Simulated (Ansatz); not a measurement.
```tsv
atom	x (Å)	y (Å)	z (Å)
F	-3.8609	0.8119	1.0324
F	0.8524	-0.8317	-0.7933
Sn	-2.4036	0.9939	-0.2663
Sn	-0.6063	-1.0156	0.5036
H	-1.8271	2.5993	-0.0521
H	-3.1504	0.7519	-1.7958
H	-1.1796	-2.6222	0.2893
H	0.1379	-0.7716	2.0339
```

Geometry: B3LYP-D3(BJ)/def2-SVP; core potentials replace the inner electrons of Sn.

Method: Ansatz, isolated molecule in a Gaussian basis; Kohn-Sham density functional theory, functional PBE0.

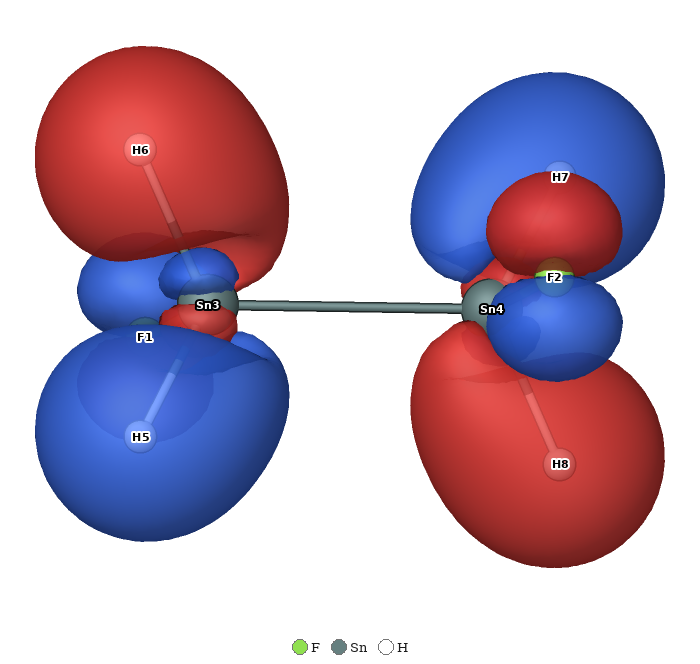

F$_{2}$H$_{4}$Sn$_{2}$. The HOMO−1 at ±0.08 Å⁻³ᐟ² (blue and red are the two phases), seen from one side.

**Describe this orbital and give its energy.**

Its weight (Hirshfeld) is mainly on Sn4 (about 15 %), Sn3 (about 15 %), H6 (about 10 %), H5 (about 10 %), H7 (about 10 %) and H8 (about 10 %); it is gerade (even under inversion). Its energy is −9.46 eV.
